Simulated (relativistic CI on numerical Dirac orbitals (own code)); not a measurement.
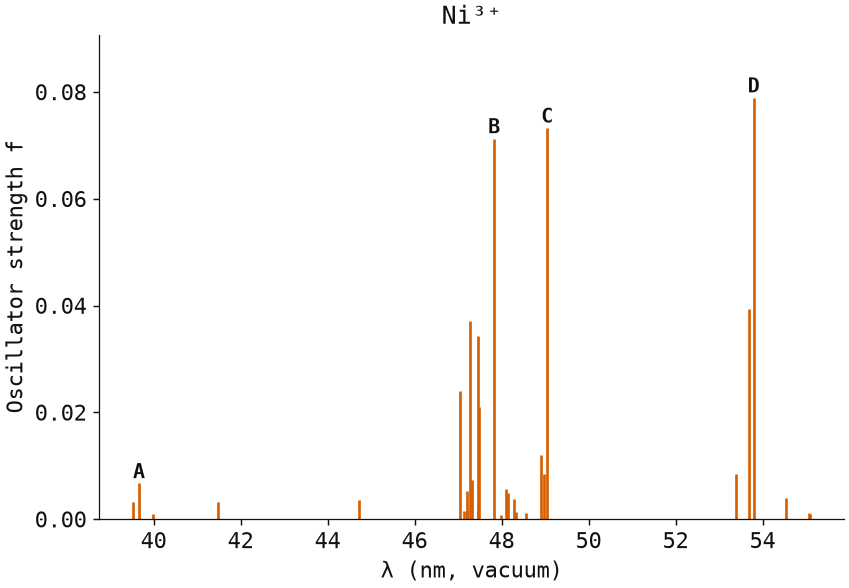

The plot shows absorption lines from the lowest level (oscillator strengths f) for Ni³⁺. Computed by relativistic CI on Dirac orbitals, KLI exchange-only orbitals, Breit term, model QED, valence Slater integrals scaled by 0.85, configurations shifted onto measured levels.

**Which transitions are the lettered lines?**

A: 3d⁶ 4p ⁴F°₉/₂ ← 3d⁷ ⁴F₉/₂, 39.66 nm, f = 0.0067; B: 3d⁶ 4p ⁴D°₇/₂ ← 3d⁷ ⁴F₉/₂, 47.83 nm, f = 0.071; C: 3d⁶ 4p ⁴G°₁₁/₂ ← 3d⁷ ⁴F₉/₂, 49.05 nm, f = 0.073; D: 3d⁶ 4p ⁴D°₇/₂ ← 3d⁷ ⁴F₉/₂, 53.80 nm, f = 0.079. The strongest, D, lies in the extreme ultraviolet region.

Known limits: shifts are fitted to measured levels, configurations with none paired borrow a shift and can be misplaced by tens of thousands of cm⁻¹; rates and lifetimes follow the computed energies and can be off by orders of magnitude; one shift a configuration: terms inside it, and wavelengths, can be off by thousands of cm⁻¹; only a limited list of configurations is included, so lower levels can be missing; only lines among the lowest 400 of 3825 levels are drawn, so those from 3d⁶ 4d and 3d⁶ 5s are incomplete.
